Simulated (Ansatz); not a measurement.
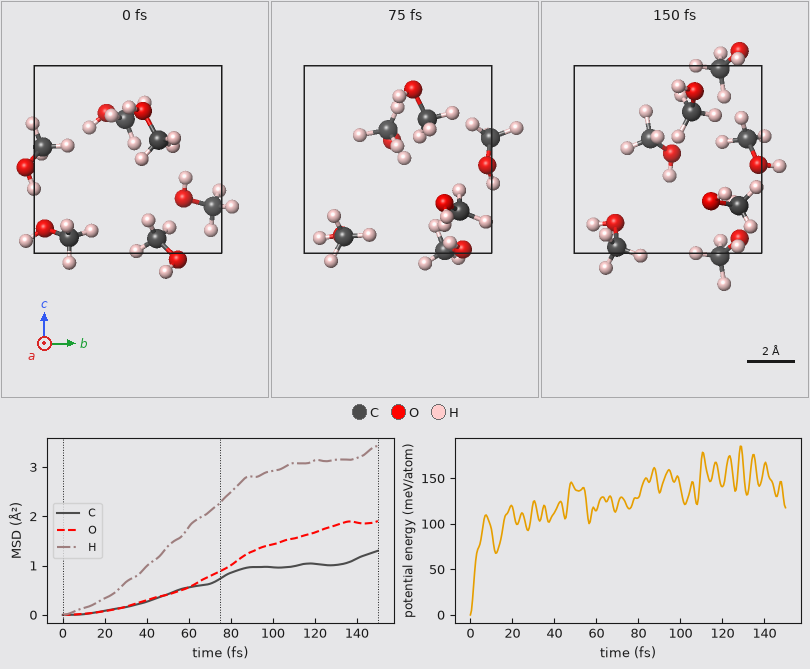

Molecular dynamics of a periodic cell with 6 CH3OH at 0.611 g/cm³, 150 fs long. Frames and the history of the run. The picture is a ball-and-stick view of the simulation cell, seen along the a axis. Atoms that leave the cell re-enter on the other side.

Level of theory: Ansatz 0.2.0, DFT PBE-D3(BJ), scalar-relativistic, plane waves, PAW. Set-up: plane-wave cutoff 420 eV; k-point mesh 1 × 1 × 1; Fermi-Dirac smearing 0.05 eV; low-accuracy preset; Langevin thermostat (NVT); set temperature 1500 K; time step 0.5 fs; friction 0.02 per fs.

The input:
```yaml
accuracy: low
crystal:
  lattice:
    - [8.054832, 0.0, 0.0]
    - [0.0, 8.054832, 0.0]
    - [0.0, 0.0, 8.054832]
  atoms:
    - { symbol: C, position: [0.13532233, 0.48100013, 0.71045495] }
    - { symbol: O, position: [-0.010716, 0.38219633, 0.7441865] }
    - { symbol: H, position: [0.1330325, 0.58530808, 0.79880418] }
    - { symbol: H, position: [-0.01242018, 0.29015909, 0.66653757] }
    - { symbol: H, position: [0.24976019, 0.40896917, 0.73015506] }
    - { symbol: H, position: [0.13491311, 0.53010713, 0.58221118] }
    - { symbol: C, position: [0.42014352, 0.64998566, 1.07370713] }
    - { symbol: O, position: [0.5017119, 0.76232553, 0.96144222] }
    - { symbol: H, position: [0.31702292, 0.71751343, 1.13322271] }
    - { symbol: H, position: [0.58439769, 0.69850974, 0.89647747] }
    - { symbol: H, position: [0.3683622, 0.54163648, 1.00683434] }
    - { symbol: H, position: [0.50595998, 0.60538804, 1.17119411] }
    - { symbol: C, position: [0.98591309, 0.95103219, 0.24539503] }
    - { symbol: O, position: [1.05885295, 0.79400815, 0.28744471] }
    - { symbol: H, position: [0.93455939, 0.93868895, 0.11895312] }
    - { symbol: H, position: [1.10777454, 0.80358607, 0.39840895] }
    - { symbol: H, position: [0.88291378, 0.9833713, 0.33021268] }
    - { symbol: H, position: [1.07955761, 1.05233969, 0.24386689] }
    - { symbol: C, position: [0.73030536, 0.66002102, 0.59922062] }
    - { symbol: O, position: [0.69715653, 0.57574812, 0.75437582] }
    - { symbol: H, position: [0.62210938, 0.73587906, 0.56750074] }
    - { symbol: H, position: [0.79268435, 0.50200648, 0.77334751] }
    - { symbol: H, position: [0.83991411, 0.74256906, 0.60999334] }
    - { symbol: H, position: [0.75311332, 0.56959356, 0.49840469] }
    - { symbol: C, position: [0.57716398, 0.18244018, 0.07984302] }
    - { symbol: O, position: [0.46555487, 0.05261964, 0.12773495] }
    - { symbol: H, position: [0.52096903, 0.30186476, 0.11567719] }
    - { symbol: H, position: [0.49141514, -0.0482377, 0.06133181] }
    - { symbol: H, position: [0.69923483, 0.17143952, 0.14240162] }
    - { symbol: H, position: [0.59745369, 0.18323026, -0.05538028] }
    - { symbol: C, position: [0.37099913, 1.04160465, 0.5626427] }
    - { symbol: O, position: [0.47430091, 0.9501789, 0.453612] }
    - { symbol: H, position: [0.3835065, 0.98744848, 0.68749221] }
    - { symbol: H, position: [0.46569925, 0.994722, 0.33902635] }
    - { symbol: H, position: [0.40617442, 1.1743539, 0.56986391] }
    - { symbol: H, position: [0.23798546, 1.03503417, 0.52678978] }
basis:
  ecutwfc: 420.0
kpoints:
  mp_grid: { grid: [1, 1, 1] }
hamiltonian:
  xc: pbe
  dispersion: d3bj
scf:
  occupations: { method: fermi_dirac, width: 0.05 }
  lower_state_search: "off"
md:
  timestep: 0.5
  n_steps: 300
  ensemble: nvt_langevin
  temperature: 1500.0
  initial_velocities: maxwell_boltzmann
  seed: 602220
  friction: 0.02
```

Launched with:
```bash
ansatz run input.yaml --threads 1 --pin off --max-ram 3072MiB --backend cpu --events-out ev --progress --plain --runs-dir out
```

What do the frames and curves show?

Root-mean-square distances from the starting positions over the second half, with the common drift of all atoms taken out: H 1.73 Å, O 1.24 Å, C 1.01 Å. The molecules turn and drift from their places. Over the second half the temperature averages 1366 K (spread ±133 K). The potential energy in the second half lies on average 147 meV per atom above the first frame.

Limits of the set-up: the program's low-accuracy preset was used; the periodic images lie only 8.1 Å apart, so the values are limited by the cell's size.
